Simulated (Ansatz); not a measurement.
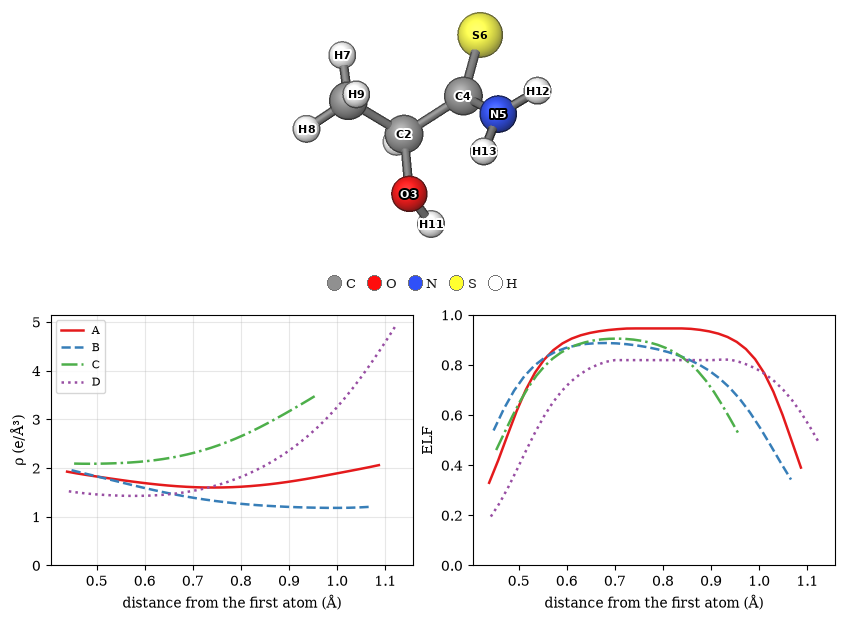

*C3H7NOS (SMILES CC(O)C(N)=S). Total electron density and electron localisation function along straight lines between neighbouring atoms. The curves leave out the atomic cores. The structure is drawn too.*

The calculation used Ansatz 0.2.0, RKS r2SCAN-D4/6-31G.

```xyz
13

C    -1.0601   -1.1343   -0.3652
C     0.1294   -0.2145   -0.6256
O     1.3154   -0.9370   -0.1326
C    -0.0319    1.1084    0.1159
N     0.6304    1.1541    1.2828
S    -1.0234    2.3549   -0.4944
H    -1.9851   -0.6491   -0.6879
H    -0.9210   -2.0715   -0.9122
H    -1.1257   -1.3566    0.7056
H     0.2245   -0.0012   -1.6974
H     2.1133   -0.6058   -0.5949
H     0.5556    1.9649    1.8795
H     1.1989    0.3531    1.5412
```

> Which curve belongs to which contact (C–C, C–N, C–O and C–S)? The first atom named is at distance zero.

Curve A: C–C (1.53 Å): the density is about 1.6 e/Å³ at the midpoint; the ELF peaks at about 0.95 between the atoms; a covalent bond. Curve B: C–S (1.71 Å): ρ is about 1.2 e/Å³ halfway; the ELF peaks at about 0.90 between the atoms (localised, covalent bonding). Curve C: C–N (1.34 Å): ρ at the midpoint is about 2.2 e/Å³; the ELF peaks at about 0.90 between the atoms (a covalent bond). Curve D: C–O (1.47 Å): ρ is about 1.6 e/Å³ halfway, with its minimum of 1.4 e/Å³ about 0.6 Å from C; the ELF peaks at about 0.80 between the atoms: a shared but strongly polarised pair.
